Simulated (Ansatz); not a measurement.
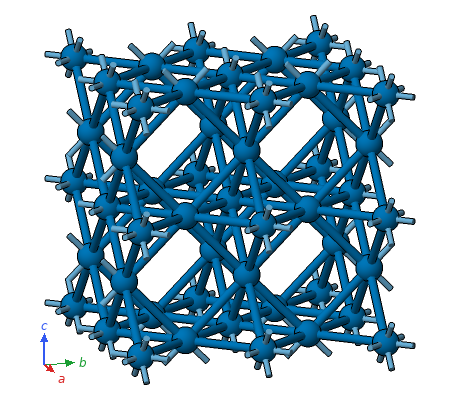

The net above was derived from one of the structures below (computed or model cells, partly hypothetical) by pruning terminal atoms and folding two-connected atoms into edges (only the bonds listed count; of a layer or chain structure one layer or chain is shown).

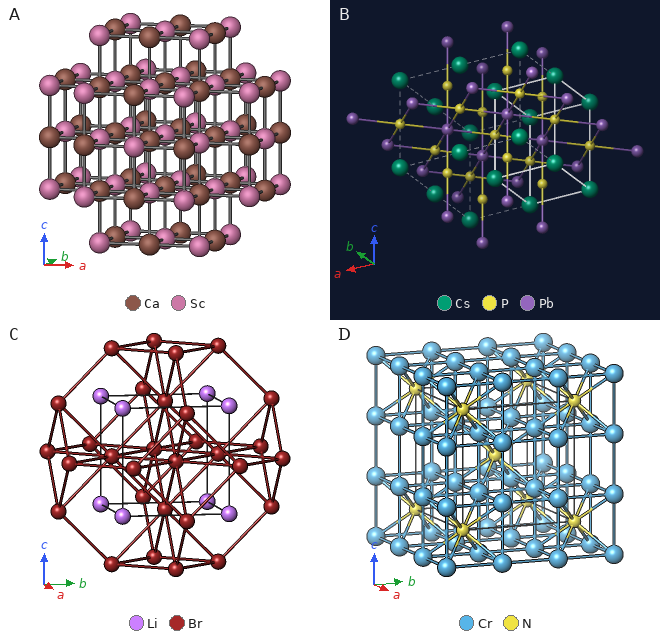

A: CaSc (bonds: Ca–Sc below 3.6 Å)
B: CsP₂Pb (bonds: P–Pb below 3.5 Å)
C: LiBr₃ (bonds: Br–Br below 3.8 Å)
D: Cr₄N (bonds: Cr–Cr below 2.7 Å and Cr–N below 2.3 Å)
All are geometries used in or obtained from electronic-structure calculations.

### Which structure gives this net?

C, LiBr₃: a uninodal 8-connected, three-periodic net; Br is an 8-connected node. It is the reo net, known from the oxygen array of ReO3. The others give a uninodal 6-connected, three-periodic net (A), a binodal (4,6)-connected, three-periodic net (B) and a binodal (8,8)-connected, three-periodic net (D).
